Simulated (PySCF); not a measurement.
# C4H10OSi2: what the fields show

```xyz
17

O     3.6620    0.1978    0.5274
Si    2.3740    0.7762   -0.2878
Si    0.4769   -0.3727    0.3325
C    -0.8137    0.5615    1.3329
C    -2.0242    0.4181    0.8074
C    -2.1774   -0.4350   -0.4120
C    -0.8073   -0.6671   -1.0553
H     3.9362   -0.7126    0.4808
H     2.6577    0.6872   -1.7298
H     2.4457    2.1767    0.1160
H     0.7483   -1.6662    1.0158
H    -0.6511    1.1470    2.2243
H    -2.9196    0.8617    1.2244
H    -2.6119   -1.3909   -0.1009
H    -2.8827    0.0189   -1.1136
H    -0.6591    0.0617   -1.8536
H    -0.7608   -1.6502   -1.5187
```

Geometry: GFN2-xTB.

Level of theory: PySCF, PBE0/pcSseg-1, SCF density, gas phase, non-relativistic.

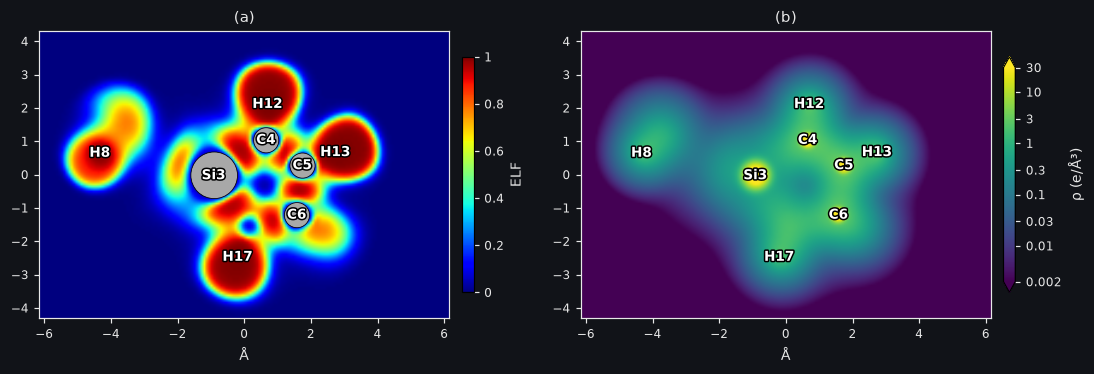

Figure 1. (a) electron localisation function; (b) electron density on the plane of atoms C6, C5 and H13. Grey discs cover the atomic cores in the ELF map.

Question: What do the fields say about this system?

Answer: Atoms in the plane: Si, C and H.
C–C (1.33 Å): ρ is about 2.3 e/Å³ halfway; the ELF peaks at about 0.95 between the atoms: a short, multiple covalent bond.
C–Si (1.88 Å): the density is about 0.92 e/Å³ at the midpoint; the ELF peaks at about 0.95 between the atoms (localised, covalent bonding).
C–C (1.50 Å): ρ at the midpoint is about 1.7 e/Å³; the ELF peaks at about 0.95 between the atoms: a shared electron pair.
C–H (1.08 Å): ρ at the midpoint is about 2 e/Å³; the ELF climbs to about 1 towards the hydrogen, as it does in any bond to H (an ordinary covalent bond to hydrogen).

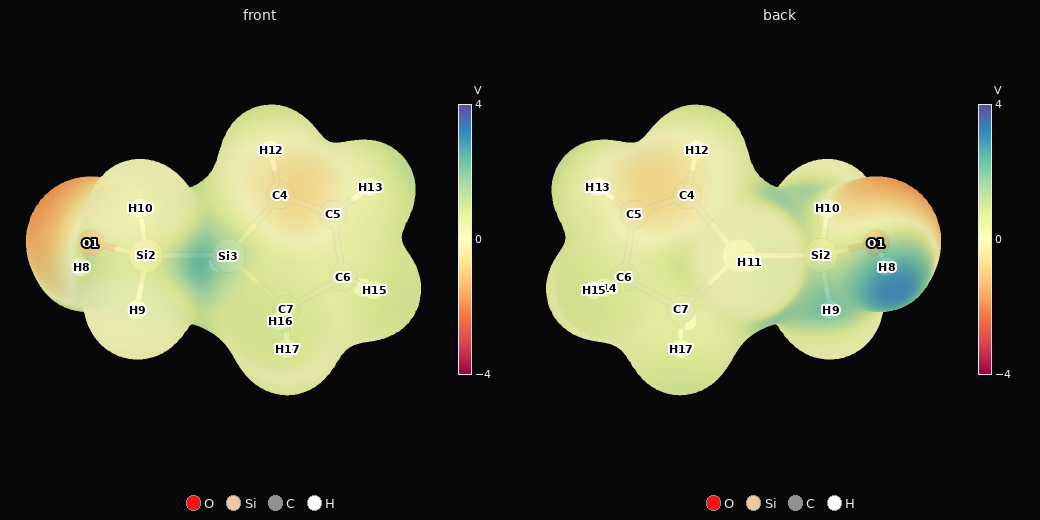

Figure 2. The molecular electrostatic potential painted on the density surface at 0.004 e/bohr³, seen from the front and from behind; red is negative and blue positive.

Question: Describe the electrostatic potential map.

Answer: The most negative region (about −1.8 V) lies over O1, the most positive (about +3.1 V) over H8. O1 is the likeliest acceptor of a hydrogen bond.

Question: How polar is the molecule by this calculation?

Answer: Its dipole moment is 1.77 D.
